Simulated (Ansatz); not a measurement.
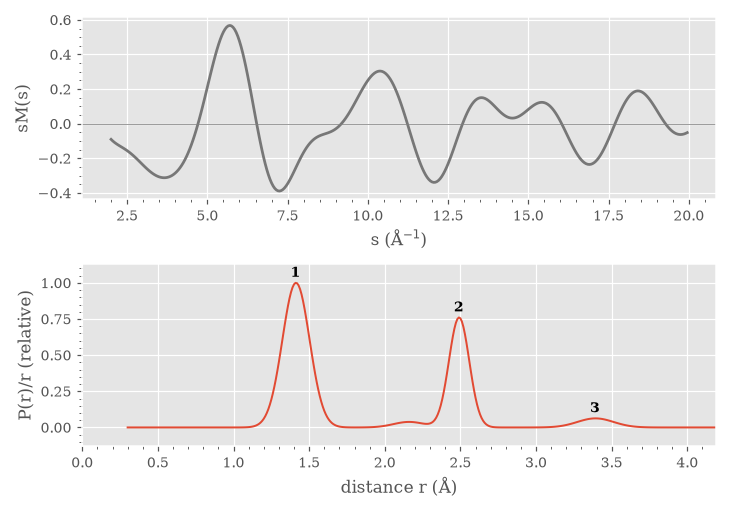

Simulated gas electron diffraction: reduced molecular intensity sM(s) from the Debye equation in the first Born approximation (top) and the radial distribution curve (bottom) of H3LiP (charge +1, ignored in the scattering factors). Each pair of atoms contributes with weight ZᵢZⱼ/r; damping constant 0.001 Å²; vibrational amplitudes assumed, not computed: 0.05 Å for bonds, 0.078 Å for bonds to H, 0.06 + 0.015 r up to 0.15 Å for other pairs. The geometry is the end point of an optimisation (Ansatz, UKS CAM-B3LYP/def2-SVP); it may be a saddle point or a higher isomer.

> Read the positions of the numbered peaks and name the main pairs (– for bonds).

Peak 1, 1.41 Å: P–H 1.41 Å (×3)
Peak 2, 2.49 Å: P–Li 2.49 Å
Peak 3, 3.39 Å: Li···H 3.39 Å (×3)
